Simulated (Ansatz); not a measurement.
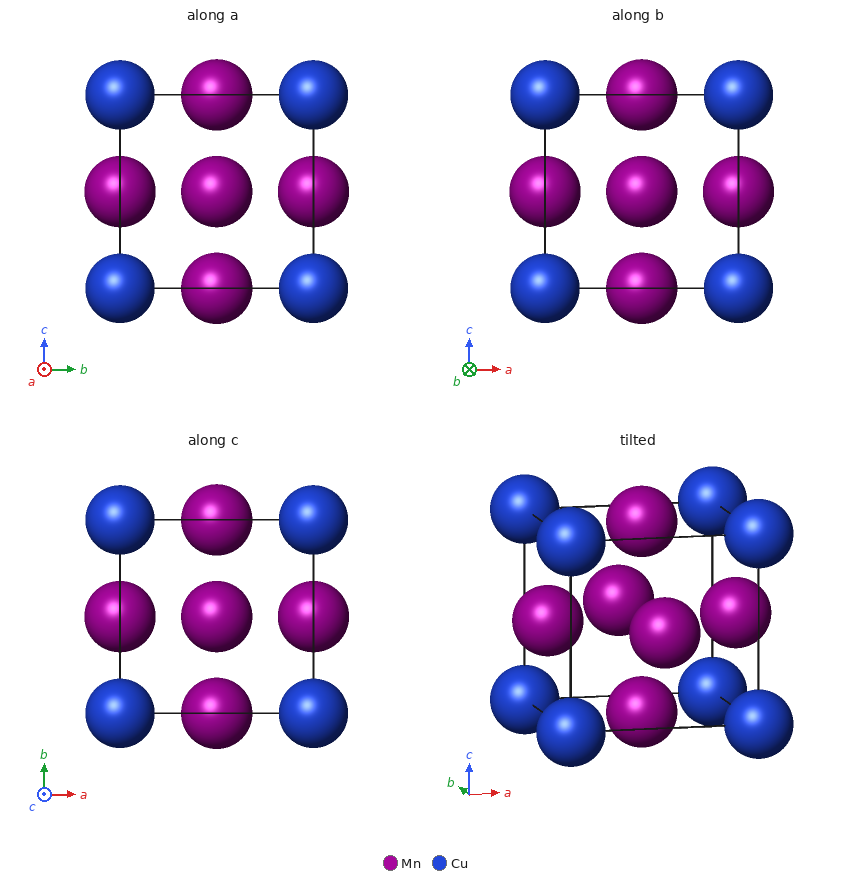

The crystal in a spheres-only representation, seen along the a axis, along the b axis, along the c axis and slightly off an axis. Thin lines show the conventional unit cell, with boundary atoms drawn in all their periodic places.

Lattice parameters: a = 3.534 Å, b = 3.534 Å, c = 3.534 Å, α = 90.00°, β = 90.00°, γ = 90.00°.

Question: Put the structure into a table of Wyckoff sites.

Answer: Space group Pm-3m (No. 221).
```tsv
atom	site	x	y	z
Mn	3c	0.0000	0.5000	0.5000
Cu	1a	0.0000	0.0000	0.0000
```

The initial geometry was a structure type filled with these elements by a generator (whether the compound takes this form wasn't checked). Earlier steps of the study may have refined or changed the cell and positions. It was run through Ansatz as a DFT input.
